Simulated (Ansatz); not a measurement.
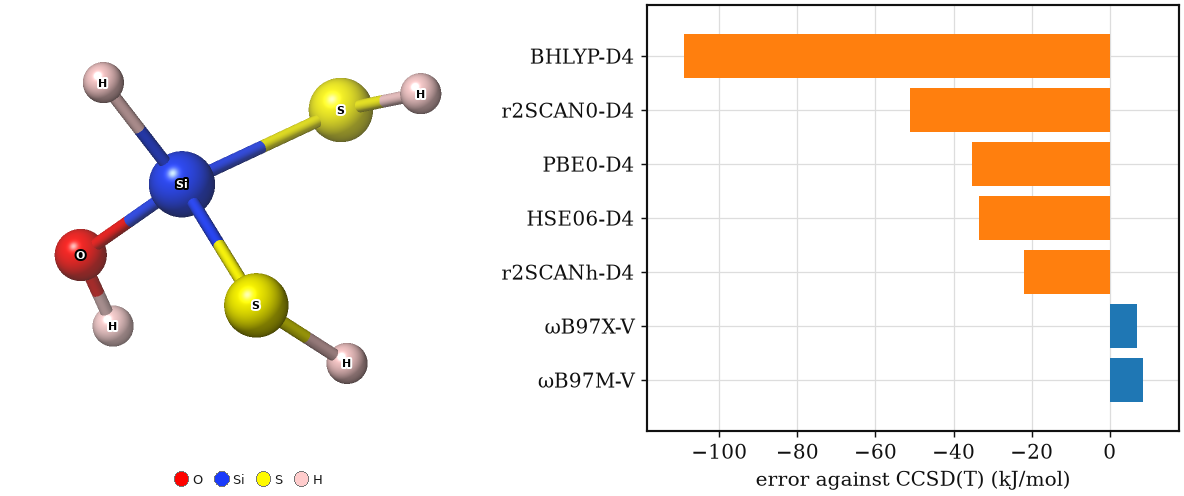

Error in the electronic atomisation energy (method less reference, so positive means overbinding) of SiH₄S₂O, SMILES O[SiH](S)S: functionals in def2-TZVPP against frozen-core CCSD(T) at the limit (MP2 extrapolated from triple and quadruple zeta, plus CCSD(T) less MP2 in a smaller set), which gives 2658.7 kJ/mol, at a PBE0-D4/def2-TZVP geometry (a minimum by its frequencies), no zero-point or spin-orbit term, the Ansatz code. The reference leaves out core correlation, a term that grows with the number of heavy atoms.

Which of these levels overbind, and which underbind?

Answer. Overbind: none clearly. Underbind: BHLYP-D4, r2SCAN0-D4, PBE0-D4, HSE06-D4 and r2SCANh-D4. Within 20 kJ/mol of zero, too close to call in view of what the reference leaves out: ωB97X-V and ωB97M-V.

Give the values.

Answer.
```tsv
level	kJ/mol
BHLYP-D4	−109.1
r2SCAN0-D4	−51.0
PBE0-D4	−35.4
HSE06-D4	−33.5
r2SCANh-D4	−22.0
ωB97X-V	7.0
ωB97M-V	8.4
```
